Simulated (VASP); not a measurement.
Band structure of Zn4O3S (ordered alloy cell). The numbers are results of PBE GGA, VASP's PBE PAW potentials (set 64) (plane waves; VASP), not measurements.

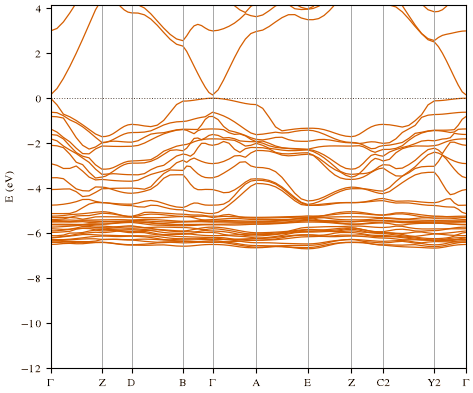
*Bands along high-symmetry lines, zero at the valence-band maximum or, without a gap, the Fermi level*

Q: Read the plot: is there a gap, and where are the band edges?

A: The gap is direct, 0.15 eV, from the valence maximum at Γ to the conduction minimum at Γ. (Edges off the drawn lines would not show.)

The structure was generated: Zn4O3S was put into an ordered model structure (Pm), which need not be its known phase. It was relaxed first.
